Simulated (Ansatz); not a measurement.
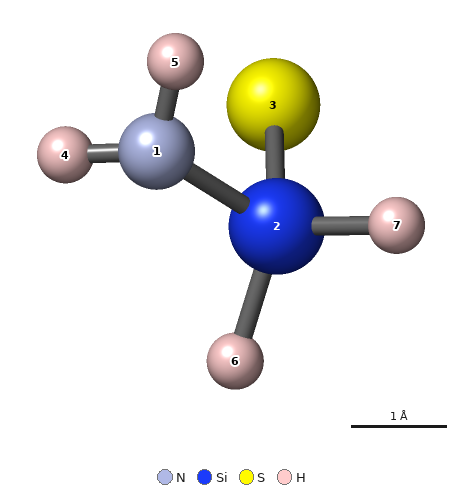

Figure 1. The starting structure (ball-and-stick view, seen at a tilt; atoms are numbered from 1 in the order of the input). Bond lengths as drawn: H–N 1.03 Å, H–Si 1.50 Å, N–Si 1.78 Å and S–Si 2.11 Å.

Geometry relaxation of SiNH4S (part 1 of 2)

- system: SiNH4S, multiplicity 2, SMILES N[SiH2][S]
- method: UKS wB97X-V/def2-SVP (Ansatz 0.2.0)

The run did not end well.

### What the program printed
```
The last accepted step is kept in [file] (removed where the run ends without a failure and the disk answers)
Engine: ansatz 0.2.0, aarch64-unknown-linux-gnu
Functional definition: wB97X-V
  parameter omega = 0.3/bohr
  parameter cx = 0.167
  parameter cx1 = 0.603
  parameter cx2 = 1.194
  parameter css0 = 0.556
  parameter css1 = -0.257
  parameter cos0 = 1.219
  parameter cos1 = -1.850
  parameter b = 6.0
  parameter c = 0.01
  exchange = spin_sum(e_x_unif_sr(omega)*poly(b97_u_x, 1 - cx, cx1, cx2)) + cx*exact_x_sr(omega) + exact_x_lr(omega)
  correlation = spin_sum(e_c_pw_same_spin*poly(b97_u_same, css0, css1))
      + integral(e_c_pw_opposite_spin*poly(b97_u_opposite, cos0, cos1)) + vv10(b, c)
725 factors; integrals over basis functions are off by at most 3.7e-4 eV
252 factors; integrals over basis functions are off by at most 4.5e-7 eV
mean field evaluation 1: about -20255.0879 eV, gradient 2.5e1 eV
mean field evaluation 2: about -20255.0222 eV, gradient 2.5e1 eV
mean field evaluation 4: about -20257.6927 eV, gradient 7.6e-1 eV
mean field evaluation 8: about -20257.7101 eV, gradient 7.7e-2 eV
mean field evaluation 16: about -20257.7105 eV, gradient 5.7e-3 eV
mean field evaluation 32: about -20257.7105 eV, gradient 1.1e-5 eV
mean field -20257.71050132 eV, -744.4571297543 hartree, gradient 1.1e-5 eV, S^2 0.754889; 2 other end points of the search recorded, 0 dependent functions left out
the calculation of the forces begins
reference -20257.71049989 eV, -744.4571297016 hartree; 21, 20 occupied and 49, 50 virtual orbitals, 725 factors
relax step   1: F+E_penalty+E_count = -20257.71050132 eV  Δ(F+E_penalty+E_count) = +0.000e0 eV  max|allowed force component| = 1.037e0 eV/Å  Δτ_max = 0.0000 Å  (75 SCF iters, accepted)
these checks for a lower state are left out or cut short: starts, cluster_reference, orbital_swaps, neighbouring_geometries, increment
725 factors; integrals over basis functions are off by at most 3.6e-4 eV
252 factors; integrals over basis functions are off by at most 4.4e-7 eV
mean field -20257.75737389 eV, -744.4588522893 hartree, gradient 5.1e-6 eV, S^2 0.753960; 0 other end points of the search recorded, 0 dependent functions left out
[... from here on the field's lines of each further geometry are left out, up to the last ...]
relax step   2: F+E_penalty+E_count = -20257.75737389 eV  Δ(F+E_penalty+E_count) = -4.687e-2 eV  max|allowed force component| = 5.352e-1 eV/Å  Δτ_max = 0.0784 Å  (57 SCF iters, accepted)
relax step   3: F+E_penalty+E_count = -20257.78347444 eV  Δ(F+E_penalty+E_count) = -2.610e-2 eV  max|allowed force component| = 3.110e-1 eV/Å  Δτ_max = 0.1529 Å  (112 SCF iters, accepted)
relax step   4: F+E_penalty+E_count = -20257.78845564 eV  Δ(F+E_penalty+E_count) = -4.981e-3 eV  max|allowed force component| = 1.172e-1 eV/Å  Δτ_max = 0.0123 Å  (109 SCF iters, accepted)
relax step   5: F+E_penalty+E_count = -20257.78765385 eV  Δ(F+E_penalty+E_count) = +8.018e-4 eV  max|allowed force component| = 4.954e-1 eV/Å  Δτ_max = 0.0546 Å  (98 SCF iters, rejected (line search))
relax step   6: F+E_penalty+E_count = -20257.79162597 eV  Δ(F+E_penalty+E_count) = -3.170e-3 eV  max|allowed force component| = 3.216e-2 eV/Å  Δτ_max = 0.0264 Å  (67 SCF iters, accepted)
relax step   7: F+E_penalty+E_count = -20257.79407980 eV  Δ(F+E_penalty+E_count) = -2.454e-3 eV  max|allowed force component| = 7.396e-2 eV/Å  Δτ_max = 0.0552 Å  (73 SCF iters, accepted)
relax step   8: F+E_penalty+E_count = -20257.80770554 eV  Δ(F+E_penalty+E_count) = -1.363e-2 eV  max|allowed force component| = 3.821e-1 eV/Å  Δτ_max = 0.0565 Å  (75 SCF iters, accepted)
relax step   9: F+E_penalty+E_count = -20257.84267929 eV  Δ(F+E_penalty+E_count) = -3.497e-2 eV  max|allowed force component| = 5.374e-1 eV/Å  Δτ_max = 0.1991 Å  (66 SCF iters, accepted)
relax step  10: F+E_penalty+E_count = -20257.85047650 eV  Δ(F+E_penalty+E_count) = -7.797e-3 eV  max|allowed force component| = 2.521e-1 eV/Å  Δτ_max = 0.0710 Å  (63 SCF iters, accepted)
relax step  11: F+E_penalty+E_count = -20257.85478164 eV  Δ(F+E_penalty+E_count) = -4.305e-3 eV  max|allowed force component| = 2.134e-1 eV/Å  Δτ_max = 0.0437 Å  (56 SCF iters, accepted)
relax step  12: F+E_penalty+E_count = -20257.85939165 eV  Δ(F+E_penalty+E_count) = -4.610e-3 eV  max|allowed force component| = 4.911e-2 eV/Å  Δτ_max = 0.0259 Å  (57 SCF iters, accepted)
relax step  13: F+E_penalty+E_count = -20257.86010546 eV  Δ(F+E_penalty+E_count) = -7.138e-4 eV  max|allowed force component| = 1.818e-2 eV/Å  Δτ_max = 0.0511 Å  (97 SCF iters, accepted)
relax step  14: F+E_penalty+E_count = -20257.85030515 eV  Δ(F+E_penalty+E_count) = +9.800e-3 eV  max|allowed force component| = 5.800e-1 eV/Å  Δτ_max = 0.0547 Å  (57 SCF iters, rejected (line search))
the calculation of the forces begins
reference -20257.86036376 eV, -744.4626370971 hartree; 21, 20 occupied and 49, 50 virtual orbitals, 725 factors
relax step  15: F+E_penalty+E_count = -20257.86036519 eV  Δ(F+E_penalty+E_count) = -2.597e-4 eV  max|allowed force component| = 1.269e-2 eV/Å  Δτ_max = 0.0272 Å  (55 SCF iters, accepted)
these checks for a lower state are left out or cut short: starts, cluster_reference, orbital_swaps, neighbouring_geometries, increment
725 factors; integrals over basis functions are off by at most 3.5e-4 eV
252 factors; integrals over basis functions are off by at most 4.8e-7 eV
mean field evaluation 224: about -20257.8603 eV, gradient 3.3e-2 eV
mean field -20257.86039315 eV, -744.4626381772 hartree, gradient 2.9e-7 eV, S^2 0.752688; 0 other end points of the search recorded, 0 dependent functions left out
the calculation of the forces begins
reference -20257.86039172 eV, -744.4626381246 hartree; 21, 20 occupied and 49, 50 virtual orbitals, 725 factors
relax step  16: F+E_penalty+E_count = -20257.86039315 eV  Δ(F+E_penalty+E_count) = -2.796e-5 eV  max|allowed force component| = 5.745e-2 eV/Å  Δτ_max = 0.0306 Å  (94 SCF iters, accepted)
```

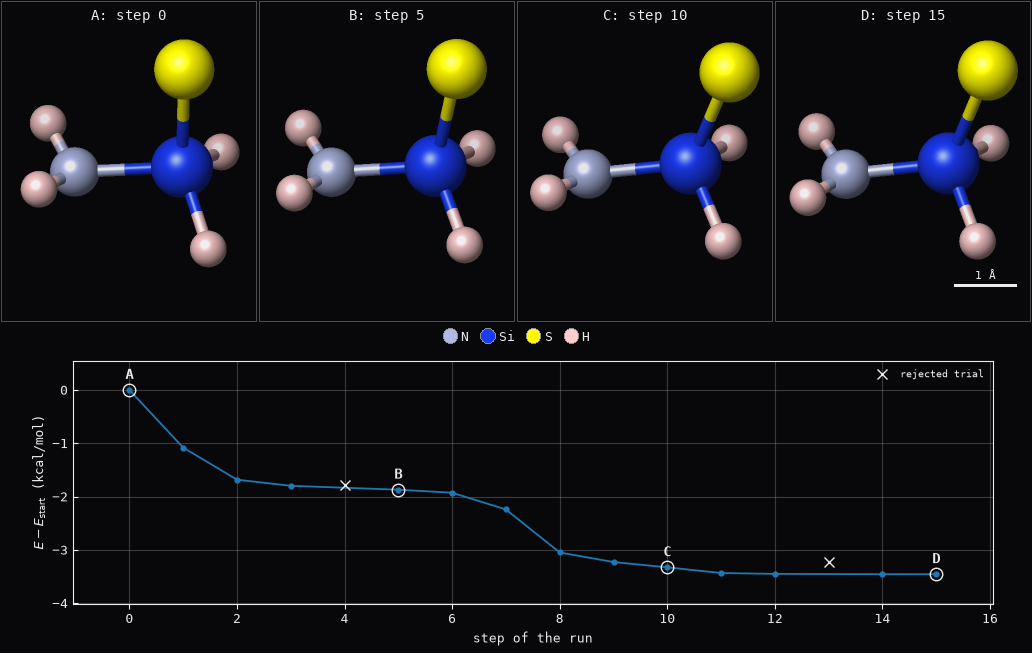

Figure 2. Frames of the relaxation (ball-and-stick view, seen at a tilt) above the curves, on which the letters mark them (the first geometry is step 0 here and step 1 in the log).

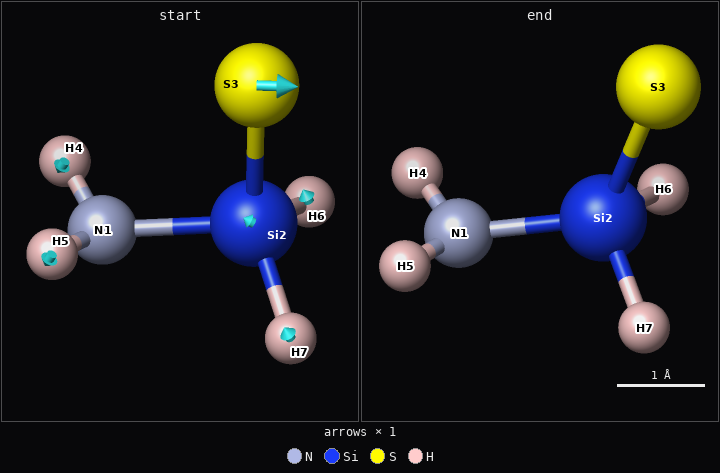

Figure 3. Before (left) and after (right) the relaxation, at one scale (ball-and-stick view, seen at a tilt). The teal arrows give the displacements, at true length. The run was cut off at its time limit before the relaxation converged, so the last structure is only a point on the way. The atom that moves furthest after the best rigid fit is S3 (0.49 Å). By element the largest moves are S 0.49 Å, H 0.21 Å, Si 0.14 Å, N 0.07 Å. Distances before and after: N1–Si2 1.779 → 1.724 Å, Si2–S3 2.105 → 2.147 Å, Si2–H6 1.503 → 1.490 Å, N1–H4 1.027 → 1.017 Å. Among the angles that change: N1–Si2–S3 98.7° → 119.5°, S3–Si2–H7 116.4° → 104.4°, S3–Si2–H6 116.4° → 104.7°. After 15 geometry steps the energy has fallen by 3.46 kcal/mol. Largest force component: 1 eV/Å at the start, 0.057 eV/Å at the end. The line search rejected the trial steps at points 4, 13 (counted from 0) and went back. (Atoms are counted from 1 in the order of the input.)
